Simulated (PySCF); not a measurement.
Molecule: SMILES [NH2][Al]([NH2])[Cl]. Atoms near the plane z = 0.0 Å, at the CAM-B3LYP/def2-SVP optimised geometry (x, y, z in Å): Al1 (-0.2, -0.3, 0.0), Cl2 (-1.2, -2.1, 0.0), N3 (-1.2, 1.2, 0.0), H4 (-2.2, 1.2, 0.0), H5 (-0.8, 2.1, 0.0), N6 (1.6, -0.3, 0.0), H7 (2.2, 0.5, 0.0), H8 (2.1, -1.1, 0.0).

Method: CAM-B3LYP/def2-TZVP in PySCF. Cells within 0.4 Å of a nucleus heavier than hydrogen are left out (blank, or x). The values are rescaled to run from 0 to 1.

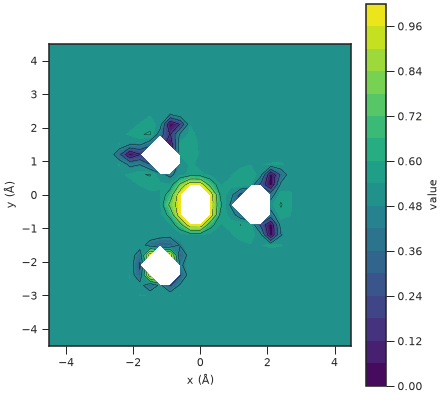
Figure. a field on the plane z = 0.0 Å.

### Question
Which quantity is mapped?
(A) Laplacian of the electron density
(B) electron localisation function
(C) an orbital amplitude
(D) electrostatic potential

### Answer
A, Laplacian of the electron density. In full: Laplacian of the electron density (e/bohr⁵), clipped to [-1.50, 1.50].
